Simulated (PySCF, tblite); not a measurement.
# C4H6O2: changes of charge, electronic excitations, EPR parameters, part 2 of 3

tblite 0.8.0 and PySCF 2.14.0. Atoms count from 0.

### Step 10. Optimising the geometry at PBE0-D3(BJ)/def2-SVP

This step treats C4H6O2+ (doublet), labelled `[O+]=C(O)C1CC1` (the label fixes atoms and charge, not where charge and spin sit).

What the job is given:

```
{"job": {"xc": "PBE0", "basis": "def2-SVP", "d3": "d3bj", "grid": 1, "kind": "geom"}, "charge": 1, "multiplicity": 2}
O      1.862581    -1.141995    -1.132219
C      1.286125    -0.396203    -0.402277
O      1.723718     0.479168     0.434387
C     -0.256073    -0.489787    -0.464421
C     -1.009670     0.781071    -0.332456
C     -0.990350    -0.283811     0.808238
H      2.698458     0.547305     0.483955
H     -0.586557    -1.246629    -1.167117
H     -1.880824     0.910329    -0.961452
H     -0.511867     1.703736    -0.065153
H     -0.480717     0.054023     1.700740
H     -1.847870    -0.916420     0.996454
```

The program printed:

```text
step   0  E = -305.55533418  max force = 0.033384
step   1  E = -305.55779141  max force = 0.015396
step   2  E = -305.55822413  max force = 0.001815
step   3  E = -305.55823820  max force = 0.000491
step   4  E = -305.55824293  max force = 0.001672
step   5  E = -305.55824897  max force = 0.001043
step   6  E = -305.55825314  max force = 0.000287
optimisation converged
```

Run time: 32 s. Hardware: 1 thread of Intel Xeon 6975P-C, shared host; peak memory 0.5 GiB.

Step by step:

```csv
step,energy from step 0 (eV),largest force component (eV/Å)
0,0.0000,1.7167
1,-0.0669,0.7917
2,-0.0786,0.0933
3,-0.0790,0.0252
4,-0.0792,0.0860
5,-0.0793,0.0536
6,-0.0794,0.0148
```

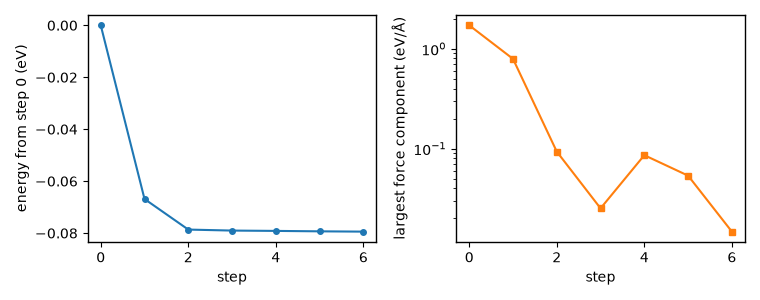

Energy and largest force along the relaxation.

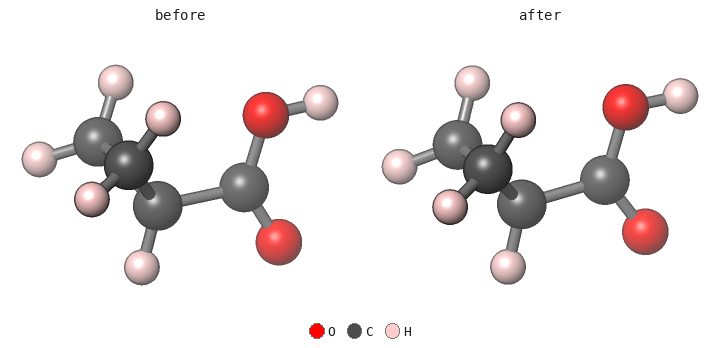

Before and after, at one scale.

Close pairs (by a distance rule), those that changed most:

```csv
bond,before (Å),after (Å),change (Å)
C1–C3,1.546,1.502,-0.044
C4–C5,1.561,1.586,+0.025
O0–C1,1.192,1.212,+0.019
C5–H10,1.082,1.094,+0.012
C4–H9,1.082,1.094,+0.012
C5–H11,1.082,1.093,+0.011
C3–H7,1.084,1.096,+0.011
C4–H8,1.082,1.093,+0.011
```

The final coordinates are the input of the step that follows.

| at the end point | value |
| --- | --- |
| point group (found at 0.08 Å tolerance) | Cs |
| rotational constants (GHz, main isotopes) | 7.108, 2.889, 2.490 |
| ⟨S²⟩ | 0.756 |

### Step 11. Harmonic vibrations (C₄H₆O₂+ (doublet), [O+]=C(O)C1CC1): PBE0-D3(BJ)/def2-SVP

What the job is given:

```
{"job": {"xc": "PBE0", "basis": "def2-SVP", "d3": "d3bj", "grid": 2, "kind": "hessian"}, "charge": 1, "multiplicity": 2}
O      1.975310    -1.031366    -1.016447
C      1.297560    -0.313955    -0.313495
O      1.715320     0.565532     0.538580
C     -0.187426    -0.480772    -0.464644
C     -1.021249     0.745891    -0.391890
C     -1.015126    -0.341056     0.762979
H      2.689616     0.616488     0.578608
H     -0.480018    -1.250520    -1.187173
H     -1.892361     0.809530    -1.049502
H     -0.581462     1.693069    -0.066340
H     -0.570728     0.041648     1.686256
H     -1.879856    -1.001232     0.871169
```

The program printed:

```text
coarse grid: 10240 points
cycle   1  E = -305.3294812292  dE =  1.405e+00  |g| = 6.238e-01  |ddm| = 2.581e+00
cycle   2  E = -304.5424781146  dE =  7.870e-01  |g| = 1.454e+00  |ddm| = 2.055e+00
cycle   3  E = -305.4630279993  dE = -9.205e-01  |g| = 2.933e-01  |ddm| = 1.685e+00
cycle   4  E = -305.4916013984  dE = -2.857e-02  |g| = 1.605e-01  |ddm| = 4.148e-01
cycle   5  E = -305.5022593187  dE = -1.066e-02  |g| = 4.721e-02  |ddm| = 1.518e-01
cycle   6  E = -305.5024838625  dE = -2.245e-04  |g| = 4.420e-02  |ddm| = 5.730e-02
cycle   7  E = -305.5032000953  dE = -7.162e-04  |g| = 2.393e-02  |ddm| = 3.360e-02
cycle   8  E = -305.5034656764  dE = -2.656e-04  |g| = 9.014e-03  |ddm| = 3.344e-02
cycle   9  E = -305.5035101469  dE = -4.447e-05  |g| = 1.888e-03  |ddm| = 1.352e-02
cycle  10  E = -305.5035129582  dE = -2.811e-06  |g| = 6.470e-04  |ddm| = 4.647e-03
final grid: 99480 points
cycle  11  E = -305.5581912895  dE =  1.213e-05  |g| = 1.047e-02  |ddm| = 2.100e-02
cycle  12  E = -305.5577148650  dE =  4.764e-04  |g| = 3.377e-02  |ddm| = 4.300e-02
cycle  13  E = -305.5582402227  dE = -5.254e-04  |g| = 3.159e-03  |ddm| = 3.380e-02
cycle  14  E = -305.5582443225  dE = -4.100e-06  |g| = 7.790e-04  |ddm| = 3.087e-03
cycle  15  E = -305.5582445404  dE = -2.179e-07  |g| = 5.942e-04  |ddm| = 8.934e-04
cycle  16  E = -305.5582447102  dE = -1.698e-07  |g| = 3.160e-04  |ddm| = 8.293e-04
cycle  17  E = -305.5582447654  dE = -5.525e-08  |g| = 1.223e-04  |ddm| = 6.182e-04
cycle  18  E = -305.5582447749  dE = -9.444e-09  |g| = 1.610e-05  |ddm| = 2.720e-04
cycle  19  E = -305.5582447751  dE = -1.691e-10  |g| = 5.580e-06  |ddm| = 3.460e-05
cycle  20  E = -305.5582447751  dE = -1.637e-11  |g| = 3.093e-06  |ddm| = 6.723e-06
converged SCF energy = -305.5582447751

mode    cm-1
  1      72.9
  2     236.6
  3     241.1
  4     405.8
  5     447.8
  6     583.2
  7     595.7
  8     625.5
  9     740.4
 10     779.4
 11     796.7
 12     832.0
 13     968.7
 14     979.5
 15    1061.0
 16    1075.5
 17    1142.2
 18    1196.1
 19    1208.2
 20    1329.7
 21    1393.1
 22    1422.2
 23    1476.5
 24    1733.5
 25    3164.2
 26    3170.8
 27    3193.6
 28    3283.0
 29    3291.8
 30    3731.3
ZPE 246.301  H(298)-E 265.130  G(298)-E 167.264 kJ/mol  S 328.25 J/(mol K)
```

It took 5.2 min on 1 thread of Intel Xeon 6975P-C, shared host; peak memory 1.8 GiB.

Zero-point energy 246.30 kJ/mol (xTB gave 236.57).

### Step 12. Single point (C4H6O2): wB97X-D3(BJ)/ma-def2-TZVP

Geometry: PBE0-D3(BJ)/def2-SVP, that of another charge or spin state.

The job, as its differences from that of step 11:

```diff
@@ -1,2 +1,2 @@
-{"job": {"xc": "PBE0", "basis": "def2-SVP", "d3": "d3bj", "grid": 2, "kind": "hessian"}, "charge": 1, "multiplicity": 2}
+{"job": {"kind": "sp", "xc": "wB97X", "basis": "ma-def2-TZVP", "d3": "d3bj", "grid": 2}, "charge": 0, "multiplicity": 1}
 O      1.975310    -1.031366    -1.016447
```

The program printed:

```text
coarse grid: 10240 points
cycle   1  E = -306.5268321739  dE =  1.334e+00  |g| = 9.365e-01  |ddm| = 2.660e+00
cycle   2  E = -306.4523539868  dE =  7.448e-02  |g| = 1.214e+00  |ddm| = 2.391e+00
cycle   3  E = -306.6944323005  dE = -2.421e-01  |g| = 1.299e-01  |ddm| = 1.537e+00
cycle   4  E = -306.6968700803  dE = -2.438e-03  |g| = 6.213e-02  |ddm| = 1.193e-01
cycle   5  E = -306.6975447620  dE = -6.747e-04  |g| = 9.036e-03  |ddm| = 8.329e-02
cycle   6  E = -306.6975700365  dE = -2.527e-05  |g| = 3.011e-03  |ddm| = 2.643e-02
cycle   7  E = -306.6975735856  dE = -3.549e-06  |g| = 1.171e-03  |ddm| = 1.253e-02
final grid: 99480 points
cycle   8  E = -306.6894935057  dE = -4.818e-05  |g| = 5.270e-03  |ddm| = 5.301e-02
cycle   9  E = -306.6894927864  dE =  7.193e-07  |g| = 5.869e-03  |ddm| = 9.869e-03
cycle  10  E = -306.6894984802  dE = -5.694e-06  |g| = 6.886e-04  |ddm| = 4.987e-03
cycle  11  E = -306.6894985540  dE = -7.388e-08  |g| = 3.676e-04  |ddm| = 8.845e-04
cycle  12  E = -306.6894985804  dE = -2.636e-08  |g| = 6.390e-05  |ddm| = 5.847e-04
cycle  13  E = -306.6894985817  dE = -1.258e-09  |g| = 2.871e-05  |ddm| = 1.761e-04
converged SCF energy = -306.6894985817
```

It took 11 s on 1 thread of Intel Xeon 6975P-C, shared host; peak memory 1 GiB.

### Step 13. Single point (C₄H₆O₂+ (doublet), [O+]=C(O)C1CC1): wB97X-D3(BJ)/ma-def2-TZVP

Geometry: PBE0-D3(BJ)/def2-SVP.

The job, as its differences from that of step 12:

```diff
@@ -1,2 +1,2 @@
-{"job": {"kind": "sp", "xc": "wB97X", "basis": "ma-def2-TZVP", "d3": "d3bj", "grid": 2}, "charge": 0, "multiplicity": 1}
+{"job": {"kind": "sp", "xc": "wB97X", "basis": "ma-def2-TZVP", "d3": "d3bj", "grid": 2}, "charge": 1, "multiplicity": 2}
 O      1.975310    -1.031366    -1.016447
```

The program printed:

```text
final grid: 99480 points
cycle   1  E = -306.2814796384  dE = -4.213e-03  |g| = 3.649e-01  |ddm| = 6.157e-01
cycle   2  E = -306.2161601916  dE =  6.532e-02  |g| = 5.518e-01  |ddm| = 5.957e-01
cycle   3  E = -306.3248682922  dE = -1.087e-01  |g| = 6.413e-02  |ddm| = 4.025e-01
cycle   4  E = -306.3267434078  dE = -1.875e-03  |g| = 1.124e-02  |ddm| = 5.521e-02
cycle   5  E = -306.3268718663  dE = -1.285e-04  |g| = 6.636e-03  |ddm| = 2.618e-02
cycle   6  E = -306.3269322683  dE = -6.040e-05  |g| = 5.801e-03  |ddm| = 1.104e-02
cycle   7  E = -306.3269898569  dE = -5.759e-05  |g| = 4.258e-03  |ddm| = 1.230e-02
cycle   8  E = -306.3270436093  dE = -5.375e-05  |g| = 3.431e-03  |ddm| = 1.512e-02
cycle   9  E = -306.3271045349  dE = -6.093e-05  |g| = 2.165e-03  |ddm| = 2.569e-02
cycle  10  E = -306.3271282320  dE = -2.370e-05  |g| = 8.593e-04  |ddm| = 1.921e-02
cycle  11  E = -306.3271325606  dE = -4.329e-06  |g| = 4.500e-04  |ddm| = 8.492e-03
cycle  12  E = -306.3271328444  dE = -2.838e-07  |g| = 3.894e-04  |ddm| = 1.099e-03
cycle  13  E = -306.3271333364  dE = -4.920e-07  |g| = 9.420e-05  |ddm| = 4.324e-03
cycle  14  E = -306.3271333498  dE = -1.336e-08  |g| = 4.637e-05  |ddm| = 7.406e-04
cycle  15  E = -306.3271333553  dE = -5.537e-09  |g| = 2.012e-05  |ddm| = 3.185e-04
converged SCF energy = -306.3271333553
```

Wall time 25 s (1 thread of Intel Xeon 6975P-C, shared host); peak memory 1.2 GiB.

### Step 14. Single point (C4H6O2): wB97X-D3(BJ)/ma-def2-TZVP in N,N-dimethylformamide

Geometry: PBE0-D3(BJ)/def2-SVP.

What the job is given:

```
{"job": {"kind": "sp", "xc": "wB97X", "basis": "ma-def2-TZVP", "d3": "d3bj", "grid": 2, "solvent": "N,N-dimethylformamide"}, "charge": 0, "multiplicity": 1}
O      1.991583    -1.093025    -1.079718
C      1.257210    -0.413376    -0.410786
O      1.720835     0.499398     0.462588
C     -0.221077    -0.478970    -0.448060
C     -1.041815     0.778910    -0.281949
C     -1.023695    -0.230854     0.807566
H      2.687289     0.457288     0.408950
H     -0.577659    -1.236771    -1.147289
H     -1.933049     0.865690    -0.907419
H     -0.492991     1.709921    -0.125392
H     -0.460225     0.006237     1.712372
H     -1.901849    -0.862289     0.959868
```

The program printed:

```text
final grid: 99480 points
cycle   1  E = -306.7147062736  dE = -1.010e-03  |g| = 2.995e-02  |ddm| = 4.395e-01
cycle   2  E = -306.7147435063  dE = -3.723e-05  |g| = 3.315e-02  |ddm| = 1.046e-01
cycle   3  E = -306.7149245142  dE = -1.810e-04  |g| = 4.604e-03  |ddm| = 2.512e-02
cycle   4  E = -306.7149342388  dE = -9.725e-06  |g| = 1.849e-03  |ddm| = 2.350e-02
cycle   5  E = -306.7149355659  dE = -1.327e-06  |g| = 6.082e-04  |ddm| = 6.574e-03
cycle   6  E = -306.7149356852  dE = -1.193e-07  |g| = 1.953e-04  |ddm| = 1.041e-03
cycle   7  E = -306.7149357038  dE = -1.864e-08  |g| = 7.912e-05  |ddm| = 9.075e-04
cycle   8  E = -306.7149357064  dE = -2.632e-09  |g| = 1.410e-05  |ddm| = 3.870e-04
converged SCF energy = -306.7149357064
```

Wall time 10 s (1 thread of Intel Xeon 6975P-C, shared host); peak memory 1.2 GiB.

### Step 15. Single point (C₄H₆O₂+ (doublet), [O+]=C(O)C1CC1): wB97X-D3(BJ)/ma-def2-TZVP in N,N-dimethylformamide

Geometry: PBE0-D3(BJ)/def2-SVP.

What the job is given:

```
{"job": {"kind": "sp", "xc": "wB97X", "basis": "ma-def2-TZVP", "d3": "d3bj", "grid": 2, "solvent": "N,N-dimethylformamide"}, "charge": 1, "multiplicity": 2}
O      1.975310    -1.031366    -1.016447
C      1.297560    -0.313955    -0.313495
O      1.715320     0.565532     0.538580
C     -0.187426    -0.480772    -0.464644
C     -1.021249     0.745891    -0.391890
C     -1.015126    -0.341056     0.762979
H      2.689616     0.616488     0.578608
H     -0.480018    -1.250520    -1.187173
H     -1.892361     0.809530    -1.049502
H     -0.581462     1.693069    -0.066340
H     -0.570728     0.041648     1.686256
H     -1.879856    -1.001232     0.871169
```

The program printed:

```text
final grid: 99480 points
cycle   1  E = -306.4219901887  dE = -7.238e-04  |g| = 2.430e-02  |ddm| = 2.487e-01
cycle   2  E = -306.4218801114  dE =  1.101e-04  |g| = 3.129e-02  |ddm| = 5.669e-02
cycle   3  E = -306.4222425627  dE = -3.625e-04  |g| = 5.024e-03  |ddm| = 1.810e-02
cycle   4  E = -306.4222697623  dE = -2.720e-05  |g| = 3.272e-03  |ddm| = 9.483e-03
cycle   5  E = -306.4222956348  dE = -2.587e-05  |g| = 3.206e-03  |ddm| = 7.253e-03
cycle   6  E = -306.4223237398  dE = -2.810e-05  |g| = 2.943e-03  |ddm| = 7.217e-03
cycle   7  E = -306.4223672064  dE = -4.347e-05  |g| = 2.688e-03  |ddm| = 1.176e-02
cycle   8  E = -306.4225864367  dE = -2.192e-04  |g| = 1.898e-03  |ddm| = 7.326e-02
cycle   9  E = -306.4226862870  dE = -9.985e-05  |g| = 1.250e-03  |ddm| = 5.135e-02
cycle  10  E = -306.4226863156  dE = -2.854e-08  |g| = 1.186e-03  |ddm| = 2.947e-03
cycle  11  E = -306.4227326728  dE = -4.636e-05  |g| = 1.930e-03  |ddm| = 6.495e-02
cycle  12  E = -306.4227303594  dE =  2.313e-06  |g| = 1.023e-03  |ddm| = 2.417e-02
cycle  13  E = -306.4227358959  dE = -5.537e-06  |g| = 1.566e-04  |ddm| = 1.651e-02
cycle  14  E = -306.4227360850  dE = -1.891e-07  |g| = 6.403e-05  |ddm| = 2.050e-03
cycle  15  E = -306.4227360867  dE = -1.704e-09  |g| = 9.578e-05  |ddm| = 1.968e-03
converged SCF energy = -306.4227360867
```

Wall time 24 s (1 thread of Intel Xeon 6975P-C, shared host); peak memory 1.2 GiB.

### Step 16. Changes of charge: wB97X-D3(BJ)/ma-def2-TZVP

This step combines the energies above: geometries from PBE0-D3(BJ)/def2-SVP, zero-point and thermal terms from PBE0-D3(BJ)/def2-SVP.

What the job is given:

```
{"job": {"kind": "rx", "dirs": [1], "geom": {"xc": "PBE0", "basis": "def2-SVP", "d3": "d3bj", "grid": 1}, "hess": 1, "level": {"xc": "wB97X", "basis": "ma-def2-TZVP", "d3": "d3bj", "solvents": ["N,N-dimethylformamide"]}}, "charge": 0, "multiplicity": 1}
O      1.991583    -1.093025    -1.079718
C      1.257210    -0.413376    -0.410786
O      1.720835     0.499398     0.462588
C     -0.221077    -0.478970    -0.448060
C     -1.041815     0.778910    -0.281949
C     -1.023695    -0.230854     0.807566
H      2.687289     0.457288     0.408950
H     -0.577659    -1.236771    -1.147289
H     -1.933049     0.865690    -0.907419
H     -0.492991     1.709921    -0.125392
H     -0.460225     0.006237     1.712372
H     -1.901849    -0.862289     0.959868
```

Output (the driver's rows laid out field by field):

```text
ionisation and electron attachment, wB97X-D3(BJ)/ma-def2-TZVP // PBE0-D3(BJ)/def2-SVP

row 1
  change                  oxidation
  charge                  1
  multiplicity            2
  vertical_ev             10.4319
  vertical_s2             0.757
  formula                 C4H6O2
  smiles                  [O+]=C(O)C1CC1
  kept                    yes
  pieces                  1
  point_group             Cs
  adiabatic_electronic_ev 10.2531
  adiabatic_ev            10.1444
  free_energy_ev          10.1187
  s2                      0.758
  bonds_moved             4 5 1.486 1.586; 1 2 1.346 1.294; 3 4 1.511 1.485; 3 5 1.511 1.487
  spin_on                 0 O 0.559; 5 C 0.191; 4 C 0.184
  charge_moved            0 O 0.322; 2 O 0.115
  vertical_back_ev        9.8605
  relaxation_parent_ev    0.3926
  relaxation_ion_ev       0.1788
  reorganisation_ev       0.5714
  solution                solvent N,N-dimethylformamide, absolute_potential_v 7.8168, solvation_parent_kj -28.9, solvation_ion_kj -251.0
```

Run time: 11 min. Hardware: 1 thread of Intel Xeon 6975P-C, shared host; peak memory 1.2 GiB.

Energy taken up on oxidation, or given off on reduction (eV; adiabatic with zero-point energy):

```
                    change         product  vertical  adiabatic  free energy  reorganisation  ⟨S²⟩
oxidation (multiplicity 2)  [O+]=C(O)C1CC1     10.43      10.14        10.12            0.57  0.76
```

On oxidation to multiplicity 2 charge changes most on O0 (+0.32 e), O2 (+0.12 e); the spin sits on O0 (0.56), C5 (0.19), C4 (0.18); the bond C4–C5 goes from 1.486 to 1.586 Å; the absolute potential is 7.82 V in N,N-dimethylformamide.

### Step 17. Electronic excitations: TDDFT CAM-B3LYP/def2-SVPD

The job, as its differences from that of step 16:

```diff
@@ -1,2 +1,2 @@
-{"job": {"kind": "rx", "dirs": [1], "geom": {"xc": "PBE0", "basis": "def2-SVP", "d3": "d3bj", "grid": 1}, "hess": 1, "level": {"xc": "wB97X", "basis": "ma-def2-TZVP", "d3": "d3bj", "solvents": ["N,N-dimethylformamide"]}}, "charge": 0, "multiplicity": 1}
+{"job": {"kind": "uv", "xc": "CAM-B3LYP", "basis": "def2-SVPD", "nstates": 6, "ntriplets": 0}, "charge": 0, "multiplicity": 1}
 O      1.991583    -1.093025    -1.079718
```

With the program's defaults for keys left out, this is: TDDFT CAM-B3LYP/def2-SVPD, vertical, gas phase, core orbitals frozen in the response.

The program printed:

```text
coarse grid: 10240 points
cycle   1  E = -305.9035840410  dE =  1.184e+00  |g| = 9.110e-01  |ddm| = 5.050e+00
cycle   2  E = -305.7345392327  dE =  1.690e-01  |g| = 1.364e+00  |ddm| = 2.346e+00
cycle   3  E = -306.0625362434  dE = -3.280e-01  |g| = 1.686e-01  |ddm| = 1.501e+00
cycle   4  E = -306.0671690858  dE = -4.633e-03  |g| = 6.738e-02  |ddm| = 2.246e-01
cycle   5  E = -306.0679765186  dE = -8.074e-04  |g| = 1.128e-02  |ddm| = 7.508e-02
cycle   6  E = -306.0680046894  dE = -2.817e-05  |g| = 3.975e-03  |ddm| = 2.456e-02
cycle   7  E = -306.0680088909  dE = -4.201e-06  |g| = 9.074e-04  |ddm| = 8.306e-03
final grid: 99480 points
cycle   8  E = -306.1359214296  dE = -3.089e-05  |g| = 3.619e-03  |ddm| = 6.994e-02
cycle   9  E = -306.1359196918  dE =  1.738e-06  |g| = 4.943e-03  |ddm| = 1.024e-02
cycle  10  E = -306.1359245403  dE = -4.848e-06  |g| = 7.007e-04  |ddm| = 5.285e-03
cycle  11  E = -306.1359246331  dE = -9.280e-08  |g| = 2.203e-04  |ddm| = 9.410e-04
cycle  12  E = -306.1359246439  dE = -1.086e-08  |g| = 5.730e-05  |ddm| = 4.662e-04
cycle  13  E = -306.1359246446  dE = -6.494e-10  |g| = 1.633e-05  |ddm| = 7.790e-05
converged SCF energy = -306.1359246446

Static polarisability (au): isotropic 53.305, principal 45.308 50.917 63.689

Singlet excitations
state   eV       nm        f      main configurations
  1   5.9032    210.0   0.00050   H->L+1 0.90
  2   7.4897    165.5   0.07701   H->L 0.81
  3   8.1359    152.4   0.30808   H-1->L+1 0.83
  4   8.3360    148.7   0.00050   H-1->L 0.61, H-3->L 0.27
  5   8.4646    146.5   0.01994   H->L+2 0.62, H->L+4 0.11, H-2->L+2 0.08
  6   8.5134    145.6   0.00498   H-2->L+1 0.84
```

Wall time 13 s (1 thread of Intel Xeon 6975P-C, shared host); peak memory 0.9 GiB.

The orbitals next to the gap, with their largest atomic shares:

```csv
orbital,eV,atoms
HOMO−3,-11.04,"O2 47 %, O0 23 %, C1 9 %"
HOMO−2,-10.95,"C5 28 %, C4 27 %, C3 13 %"
HOMO−1,-10.20,"C3 30 %, O0 21 %, C4 16 %"
HOMO,-9.51,"O0 59 %, O2 9 %, C1 8 %"
LUMO,1.05,"O2 35 %, H6 15 %, C1 15 %"
LUMO+1,1.20,"C1 35 %, O0 27 %, O2 10 %"
LUMO+2,1.71,"H11 17 %, H8 17 %, C5 13 %"
```

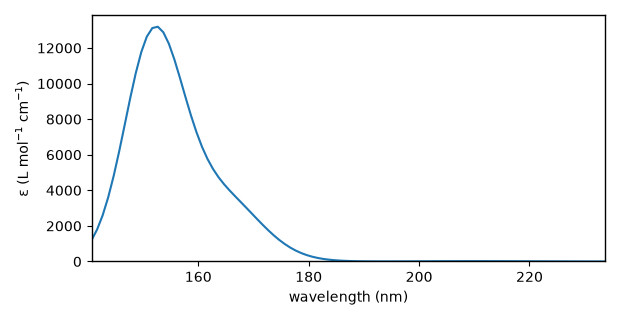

Absorption spectrum: each of the 6 states is a Gaussian band of 0.4 eV half-width at 1/e. Beyond the last state computed it falls off for lack of states.

Ground-state properties from the same run:

```
           property  computed
  dipole moment (D)      2.32
polarisability (Å³)      7.90
 HOMO–LUMO gap (eV)     10.57
      −ε(HOMO) (eV)      9.51
```

(Part 2 of 3 ends here.)
